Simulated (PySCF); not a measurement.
C$_{4}$H$_{5}$ClNSi (SMILES C/C(=C\Cl)[SiH]C#N) (doublet)

```xyz
12

C    -0.5838   -1.2483   -0.0158
C    -0.4206    0.2424   -0.1128
C    -1.4597    1.0351   -0.4210
Cl   -3.0407    0.4211   -0.7243
Si    1.2365    0.9864    0.1949
C     2.5896   -0.1682    0.5837
N     3.4511   -0.8967    0.8336
H    -0.8857   -1.6530   -0.9815
H    -1.3663   -1.4926    0.7018
H     0.3390   -1.7339    0.2911
H    -1.3956    2.1080   -0.5036
H     1.5373    2.3990    0.1278
```

Geometry: GFN2-xTB.

Theory: PySCF 2.14.0, density-fitted response routines, UKS B3LYP, pcH-1 on C Cl H N Si, non-relativistic, mean-field spin-orbit, GIAO.

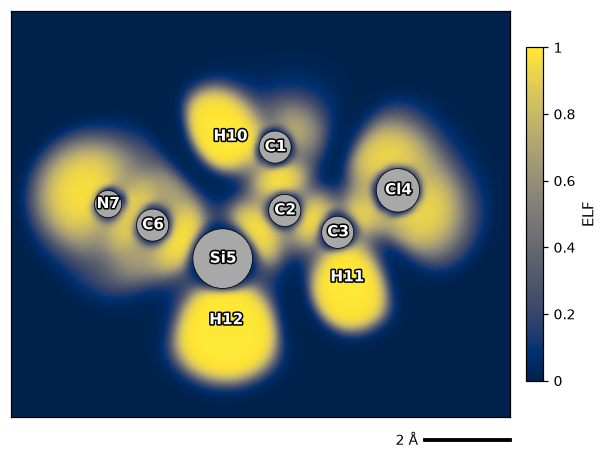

Figure 1. ELF on the plane of atoms C1, C2 and Si5. Grey discs cover the atomic cores.

**What do the fields say about this system?**

The section cuts through C, Cl, Si, N and H sites. C–N (1.16 Å): the ELF peaks at about 0.85 between the atoms (a short, multiple covalent bond). C–C (1.34 Å): the ELF peaks at about 0.95 between the atoms: a short, multiple covalent bond. C–Cl (1.72 Å): the ELF peaks at about 0.90 between the atoms (a shared electron pair). C–Si (1.82 Å): the ELF peaks at about 0.95 between the atoms; a covalent bond. C–H (1.08 Å): the ELF climbs to about 1 towards the hydrogen, as it does in any bond to H; a covalent bond by its length. The ELF also peaks beside Cl4 and N7, away from the bonds: non-bonding electrons, paired or unpaired.

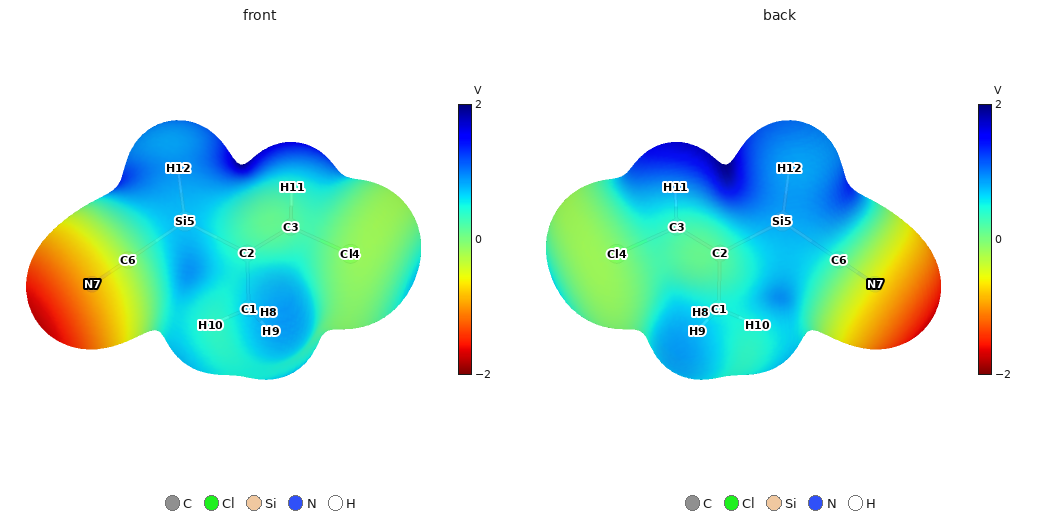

Figure 2. The electrostatic potential painted on the density surface at 0.002 e/bohr³, seen from the front and from behind; the colour scale runs from red (negative) to blue (positive).

**Where is the surface potential most negative and most positive?**

The most negative region (about −1.7 V, or −39 kcal/mol for a unit charge) lies over N7, the most positive (about +1.9 V, or +44 kcal/mol for a unit charge) over Si5 and H11. Cl4 shows a σ-hole: about +0.7 V, or +16 kcal/mol for a unit charge at the tip opposite its bond, against about 0.0 V on its flanks. N7 is the likeliest acceptor of a hydrogen bond.
